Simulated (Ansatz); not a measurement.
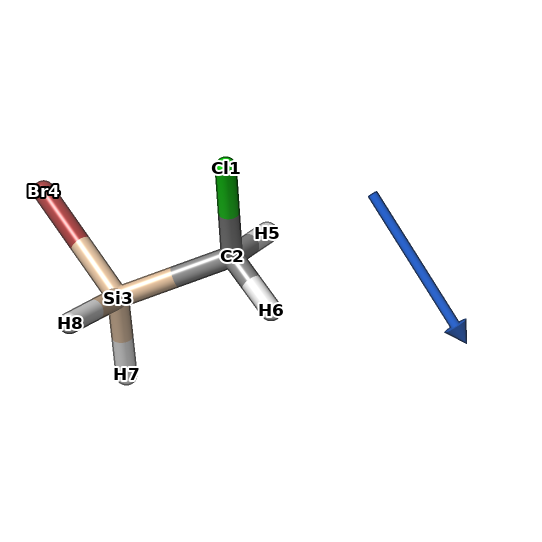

The arrow beside the molecule shows the direction of the dipole moment, from the negative to the positive end (its length means nothing). Computed geometry: PBE-D4/def2-SVP optimisation. No frequency run is at hand to confirm it as a minimum. Level of theory: RKS PBE-D4/def2-SVP (Ansatz 0.2.0).

Estimate the dipole moment.

2.12 D; it points from the side of Br4 to the side of H6, H7 (the outermost atoms at the two ends).
